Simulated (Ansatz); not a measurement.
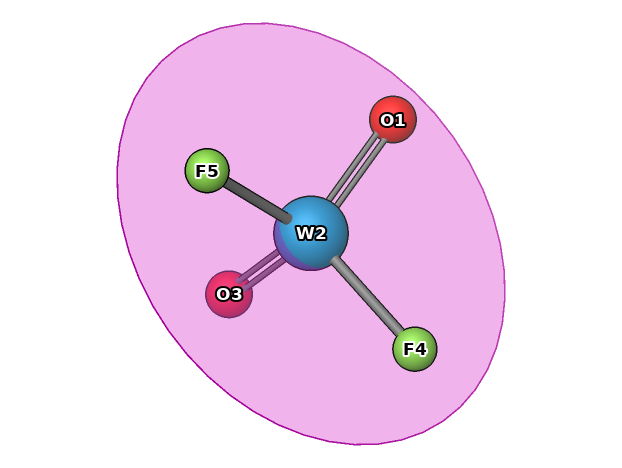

A disc through the centre of mass is drawn in. Depth is shown by fading: the farther an atom, the more it takes the colour of the background. The species is neutral and a spin singlet. The geometry was computed by an optimisation with PBE0-D4/def2-TZVP. No frequency run is at hand to confirm it as a minimum.

Is the plane of the disc a mirror plane of the structure?

Answer. No. The point group is C2v, with 1 C2 axis and 2 mirror planes, and this plane isn't one of its mirror planes.
